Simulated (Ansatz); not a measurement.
Process, species as SMILES: [O]N=O → [O-]N=O (an electron is taken up)
B3LYP-D3(BJ)/def2-TZVP geometries, fixed; electronic energies without zero-point terms; positive where energy is released.

Basis-set convergence of the adiabatic electron affinity at B2PLYP with Ansatz (an electronic-structure program). Cartesian d functions, on some or all atoms, in 6-31G**, 6-31+G*; all else is spherical. Cores are frozen. Open shells are unrestricted. No added dispersion term, no relativity. Functions are those of the species that has most. Reference: the value in aug-pcseg-3, 2.115 eV, itself unsure by roughly 0.011 eV (its mean distance from aug-cc-pVQZ, def2-QZVPPD). Deviations are taken from unrounded values.

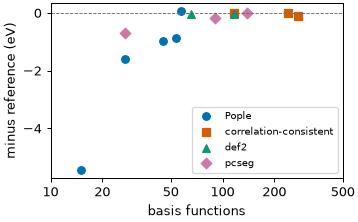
Figure. Deviation from the reference against the number of basis functions, by family of sets.

| basis | functions | adiabatic electron affinity (eV) | minus reference (eV) |
|---|---|---|---|
| STO-3G | 15 | -3.327 | -5.442 |
| 3-21G | 27 | 0.513 | -1.602 |
| pcseg-0 | 27 | 1.411 | -0.704 |
| 6-31G** | 45 | 1.155 | -0.960 |
| 6-311G** | 54 | 1.250 | -0.865 |
| 6-31+G* | 57 | 2.174 | 0.059 |
| def2-SVPD | 66 | 2.083 | -0.032 |
| pcseg-2 | 90 | 1.956 | -0.159 |
| def2-TZVPPD | 117 | 2.077 | -0.038 |
| jun-cc-pV(T+d)Z | 117 | 2.109 | -0.006 |
| aug-pcseg-2 | 138 | 2.116 | 0.001 |
| aug-cc-pVQZ | 240 | 2.124 | 0.009 |
| cc-pV5Z | 273 | 1.997 | -0.118 |
